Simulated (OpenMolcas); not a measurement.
# One shape, several levels: triplet SiPH5O2

Wanted: a comparison of 5 runs (U-revPBE/6-31G*, UM06-L/6-31G*, USVWN5/6-31G*, ROMP2/6-31G*, ROCCSD(T)/6-31G*) of triplet SiPH5O2. 

The results are computed with OpenMolcas 26.06.

1 further run of the same task is left out (set aside as unsound or not needed).

## (1) Starting point

SiPH5O2: 9 atoms, total charge 0, spin state triplet. As SMILES of the parent species, `O[SiH2]OP`. The coordinates come from a PBE0-D4/def2-TZVP relaxation. This is one conformer, not always the lowest. That shape belongs to the parent species and isn't relaxed for this state.

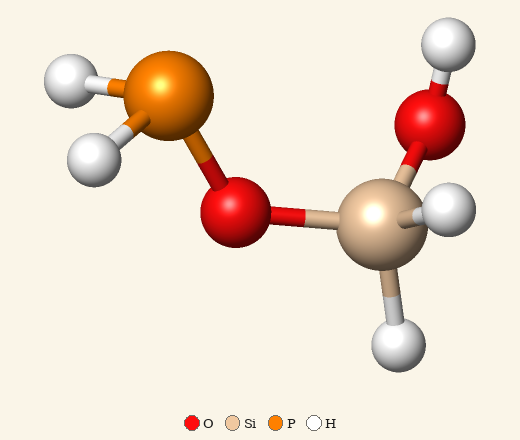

The structure, seen from a chosen angle (oxygen red, silicon light orange, phosphorus orange, hydrogen white).

## (2) The energy at U-revPBE/6-31G(d) (spherical functions) (run 1)

run.inp reads:

```
&gateway
baslib
$CurrDir
coord
9
angstrom
O       -0.307900       1.144300      -1.642900
Si       0.817700       0.562000      -0.606400
O        0.302400      -0.778100       0.201800
P       -0.942200      -0.834900       1.277600
H       -0.998700       1.706900      -1.290600
H        1.170600       1.605300       0.391300
H        1.964500       0.123500      -1.421100
H       -0.305900      -1.590900       2.302600
H       -1.612000      -1.984300       0.770600
basis
6-31Gs
group
NoSym
&seward
gridinput
Grid=UltraFine
End of Grid
&scf
uhf
spin
3
ksdft
revPBE
thresholds
1e-10 1e-07 1e-07 1e-05
prorbitals
1 1
```

The basis set 6-31G* is read from a file made from the Basis Set Exchange's data (not shown).

The run is started by

```bash
export MOLCAS_MEM=1860
pymolcas run.inp > run.log
```

Output:

```text
--- Start Module: gateway ---
[...]
--- Stop Module: gateway /rc=_RC_ALL_IS_WELL_ ---
--- Start Module: seward ---
[...]
      Basis functions           74
--- Stop Module: seward /rc=_RC_ALL_IS_WELL_ ---
[...]
--- Start Module: scf ---
[...]
       Convergence after  25 Iterations
[...]
::    Total KS-DFT energy                            -783.9690797710
[...]
      Total spin, S                                     1.0009492671
[...]
      Total electronic charge=   50.000000
      Total            charge=   -0.000000
[...]
      Dipole Moment (debye):
      Origin of the operator (angstrom)=   -0.0643   -0.0461    0.0033
                   X= -6.7050E-01               Y=  7.5819E-01               Z=  8.5439E-01           Total=  1.3245E+00
      Quadrupole Moment (debye*angstrom):
[...]
--- Stop Module: scf /rc=_RC_ALL_IS_WELL_ ---
[...]
```

Run time: 60 s. Hardware: 1 thread of Intel Xeon Platinum 8259CL at 2.50GHz (Skylake/Cascade Lake), shared host; peak memory 0.43 GiB.

## (3) The energy at UM06-L/6-31G(d) (spherical functions) (run 2)

run.inp reads:

```
&GATEWAY
 BasLib=$CurrDir
 BasisSet
 O.6-31Gs....
 O1 -0.307900 1.144300 -1.642900 angstrom
 O3 0.302400 -0.778100 0.201800 angstrom
 End of Basis
 BasisSet
 Si.6-31Gs....
 Si2 0.817700 0.562000 -0.606400 angstrom
 End of Basis
 BasisSet
 P.6-31Gs....
 P4 -0.942200 -0.834900 1.277600 angstrom
 End of Basis
 BasisSet
 H.6-31Gs....
 H5 -0.998700 1.706900 -1.290600 angstrom
 H6 1.170600 1.605300 0.391300 angstrom
 H7 1.964500 0.123500 -1.421100 angstrom
 H8 -0.305900 -1.590900 2.302600 angstrom
 H9 -1.612000 -1.984300 0.770600 angstrom
 End of Basis

&SEWARD
 GridInput
 Grid=UltraFine
 End of Grid

&SCF
 UHF
 Spin=3
 KSDFT=M06L
 Thresholds=1e-10 1e-07 1e-07 1e-05
 PrOrbitals=1 1
```

The basis set 6-31G* is read from a file made from the Basis Set Exchange's data (not shown).

The run is started by

```bash
export MOLCAS_MEM=1860
pymolcas run.inp > run.log
```

Output:

```text
--- Start Module: gateway ---
[...]
--- Stop Module: gateway /rc=_RC_ALL_IS_WELL_ ---
--- Start Module: seward ---
[...]
      Basis functions           74
--- Stop Module: seward /rc=_RC_ALL_IS_WELL_ ---
[...]
--- Start Module: scf ---
[...]
       Convergence after  24 Iterations
[...]
::    Total KS-DFT energy                            -784.1258489086
[...]
      Total spin, S                                     1.0022186757
[...]
      Total electronic charge=   50.000000
      Total            charge=   -0.000000
[...]
      Dipole Moment (debye):
      Origin of the operator (angstrom)=   -0.0643   -0.0461    0.0033
                   X= -6.0534E-01               Y=  1.0098E+00               Z=  7.7306E-01           Total=  1.4084E+00
      Quadrupole Moment (debye*angstrom):
[...]
--- Stop Module: scf /rc=_RC_ALL_IS_WELL_ ---
[...]
```

It took 91 s on 1 thread of Intel Xeon Platinum 8259CL at 2.50GHz (Skylake/Cascade Lake), shared host; peak memory 0.43 GiB.

Runs 3 to 4 aren't shown in full; the table further down has their settings and results.

## (4) The energy at ROCCSD(T)/6-31G(d) (spherical functions) (run 5)

run.input reads:

```
&GATEWAY
 BasLib = $CurrDir
 Coord
 9
 angstrom
 O       -0.307900       1.144300      -1.642900
 Si       0.817700       0.562000      -0.606400
 O        0.302400      -0.778100       0.201800
 P       -0.942200      -0.834900       1.277600
 H       -0.998700       1.706900      -1.290600
 H        1.170600       1.605300       0.391300
 H        1.964500       0.123500      -1.421100
 H       -0.305900      -1.590900       2.302600
 H       -1.612000      -1.984300       0.770600
 Basis = 6-31Gs
 Group = NoSym

&SEWARD

&SCF
 UHF
 Spin = 3
 Thresholds = 1e-10 1e-07 1e-07 1e-05
 PrOrbitals = 1 1

&RASSCF
 FileOrb = $Project.UnaOrb
 Spin = 3
 Nactel = 2 0 0
 Inactive = 24
 Ras2 = 2
 OutOrbitals = Canonical
 OrbListing = Nothing

&MOTRA
 JobIph
 Frozen = 12

&CCSDT
 CCT
 Triples = 3
 Iterations = 80
 Accuracy = 1e-08
 Extrapolation = 5 4
```

The basis set 6-31G* is read from a file made from the Basis Set Exchange's data (not shown).

The run is started by

```bash
export MOLCAS_MEM=1860
pymolcas run.input > run.log
```

Output:

```text
--- Start Module: gateway ---
[...]
--- Stop Module: gateway /rc=_RC_ALL_IS_WELL_ ---
[...]
      Basis functions           74
[...]
       Convergence after  35 Iterations
[...]
::    Total SCF energy                               -782.1758565356
[...]
      Total spin, S                                     1.0034519782
[...]
      Number of active orbitals                  2
[...]
      Spin quantum number                      1.0
[...]
      Active orbitals                            2
[...]
      Number of CSFs                             1
[...]
      Number of root(s) required                 1
[...]
      Convergence after 10 iterations
[...]
      printout of CI-coefficients larger than  0.05 for root  1
      energy=    -782.171755
      conf/sym  11     Coeff  Weight
             1  uu   1.00000 1.00000
      Natural orbitals and occupation numbers for root  1
      sym 1:   1.000000   1.000000
      ************************************************************************************************************************
      *                                                    Final results                                                     *
[...]
::    RASSCF root number  1 Total energy:   -782.17175543
[...]
      Total electronic charge=   50.000000
      Total            charge=   -0.000000
[...]
      Dipole Moment (debye):
      Origin of the operator (angstrom)=   -0.0643   -0.0461    0.0033
                   X= -1.0040E+00               Y=  1.4378E+00               Z=  1.2776E+00           Total=  2.1697E+00
      Quadrupole Moment (debye*angstrom):
[...]
--- Start Module: motra ---
[...]
      Convergence after                    28  Iterations
      Total energy (diff) :    -782.73669593       0.00000001
[...]
 METHOD                       : CCSD+T(CCSD)+<T3(1)WT1>+<T3(1)UT2> = CCSD(T)
[...]
       CCSD     =      -782.7366959251782
[...]
```

Wall time 56 s (1 thread of Intel Xeon Platinum 8259CL at 2.50GHz (Skylake/Cascade Lake), shared host); peak memory 0.43 GiB.

## (5) Overview of the runs

| run | level | integration grid | frozen core orbitals | energy (Eh) | dipole moment (D) | HOMO energy (eV) | ⟨S²⟩ | wall time |
| --- | --- | --- | --- | --- | --- | --- | --- | --- |
| 1 | U-revPBE/6-31G* (spherical functions) | UltraFine | – | -783.969080 | 1.32 | -1.79 | 2.003 | 60 s |
| 2 | UM06-L/6-31G* (spherical functions) | UltraFine | – | -784.125849 | 1.41 | -1.80 | 2.007 | 91 s |
| 3 | USVWN5/6-31G* (spherical functions) | UltraFine | – | -780.624116 | 1.36 | -1.85 | 2.002 | 37 s |
| 4 | ROMP2/6-31G* (spherical functions) | – | 12 | -782.709186 | – | – | – | 15 s |
| 5 | ROCCSD(T)/6-31G* (spherical functions) | – | 12 | -782.749778 | – | – | – | 56 s |

## (6) Summary of results

| quantity | value |
| --- | --- |
| run 5: total energy | -782.74978 Eh |
| run 5: (T) correction | -13.08 mEh |

Over runs 1, 2, 3 the dipole moment (its size) runs from 1.32 D (U-revPBE/6-31G*) to 1.41 D (UM06-L/6-31G*). Totals of different functionals can't be ranked against each other. All runs together took 4.3 min, the longest 91 s.
